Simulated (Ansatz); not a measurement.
## Electronic structure of C₂H₃AlClF (SMILES C=[C](Cl)[AlH][F]) in real space

Input file:

```
crystal:
  periodic: [false, false, false]
  atoms:
    - {symbol: C, position_ang: [-1.238533, -0.070222, 0.648638]}
    - {symbol: C, position_ang: [-0.072078, 0.495359, 0.344010]}
    - {symbol: Cl, position_ang: [0.344838, 2.032423, 1.044512]}
    - {symbol: Al, position_ang: [1.149566, -0.391995, -0.872062]}
    - {symbol: F, position_ang: [2.590517, 0.308088, -1.243441]}
    - {symbol: H, position_ang: [-1.961072, 0.380160, 1.323205]}
    - {symbol: H, position_ang: [-1.499059, -1.030027, 0.210840]}
    - {symbol: H, position_ang: [0.777918, -1.780887, -1.511403]}
basis:
  gaussian: {orbitals: def2-TZVPP}
hamiltonian: {xc: pbe0, dispersion: d4}
output: {orbitals: {seedname: orbitals}}
```

Run with:

```sh
ansatz run in.yaml --threads 2 --pin off --events-out ev --progress --plain --max-ram 4352MiB
```

Geometry: PBE0-D4/def2-TZVP.

Computed with RKS PBE0-D4/def2-TZVPP in Ansatz.

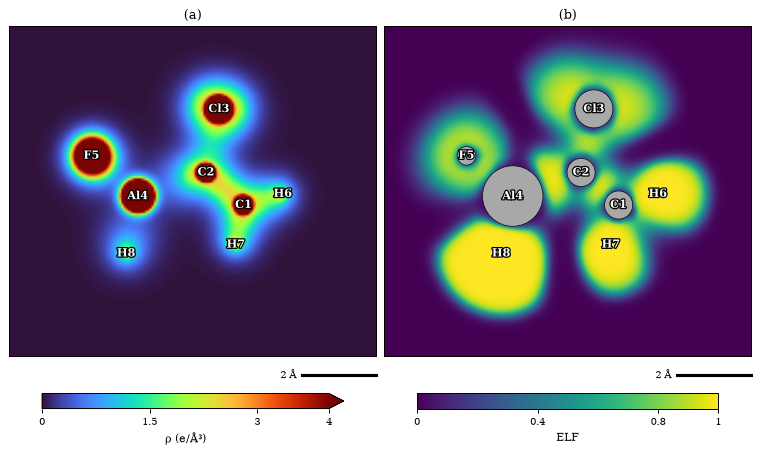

Figure 1. (a) total electron density; (b) electron localisation function on the molecular plane. Grey discs cover the atomic cores in the ELF map.

> Interpret the plot.

The plane passes through C, Cl, Al, F and H nuclei. C–C (1.33 Å): ρ is about 2.4 e/Å³ halfway; the ELF peaks at about 0.95 between the atoms: a multiple bond. Al–F (1.64 Å): the density is about 0.92 e/Å³ at the midpoint; the ELF peaks at about 0.85 in the valence shell of F, 0.6 Å from its nucleus, and is about 0.35 at the midpoint. C–Cl (1.74 Å): ρ at the midpoint is about 1.4 e/Å³; the ELF peaks at about 0.90 between the atoms, as expected for localised, covalent bonding. C–Al (1.94 Å): ρ at the midpoint is about 0.75 e/Å³; the ELF peaks at about 0.95 between the atoms (a polar covalent bond). C–H (1.09 Å): the density is about 2.1 e/Å³ at the midpoint; the ELF climbs to about 1 towards the hydrogen, as it does in any bond to H: a covalent bond by its length. The ELF also peaks beside F5 and Cl3, away from the bonds: lone-pair regions.

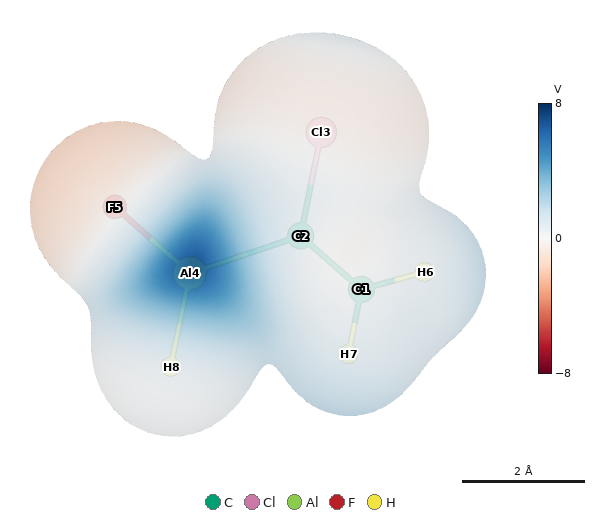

Figure 2. The electrostatic potential painted on the density surface at 0.004 e/bohr³, seen across its widest extent; red is negative and blue positive.

> Describe the electrostatic potential map.

The most negative region (about −1.4 V, or −32 kcal/mol for a unit charge) lies over F5, the most positive (about +6.5 V, or +150 kcal/mol for a unit charge) over Al4. Cl3 shows a σ-hole: about +0.7 V, or +16 kcal/mol for a unit charge at the tip opposite its bond, against about −0.4 V, or −9 kcal/mol for a unit charge on its flanks.

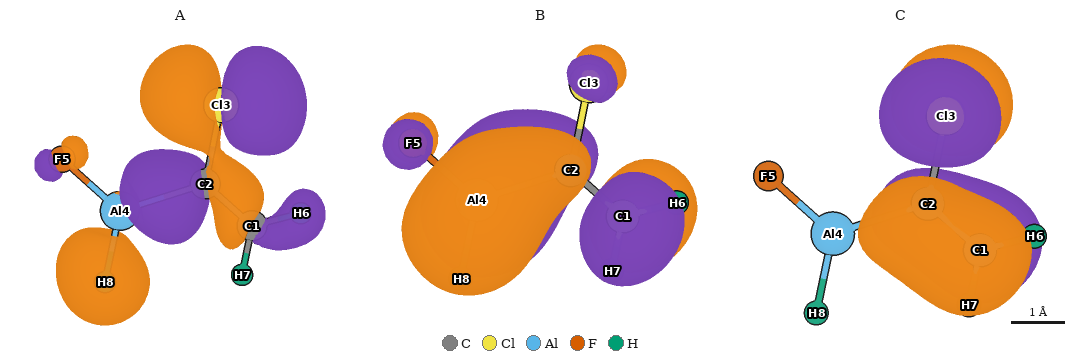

Figure 3. Three frontier orbitals at ±0.08 Å⁻³ᐟ² (orange and purple are the two phases), in no order.

> Order the three orbitals by energy and name them.

A is the HOMO−1 (−8.24 eV). By Hirshfeld shares it lies mainly on Cl3 (about 50 %), C2 (about 20 %), Al4 (about 10 %) and H8 (about 10 %); it is symmetric in the molecular plane (an in-plane orbital: σ, lone-pair or in-plane π type). C is the HOMO (−7.80 eV). It lies mainly on Cl3 (about 40 %), C1 (about 30 %) and C2 (about 20 %); it changes sign across the molecular plane (π type); π-bonding across C1–C2; π-antibonding (a node) across C2–Cl3. B is the LUMO (−1.68 eV). It lies mainly on Al4 (about 50 %), C1 (about 20 %) and C2 (about 15 %); it changes sign across the molecular plane (π type); π-bonding across C2–Al4; π-antibonding (a node) across C1–C2.

> What is the HOMO–LUMO gap?

6.12 eV between the orbital energies.
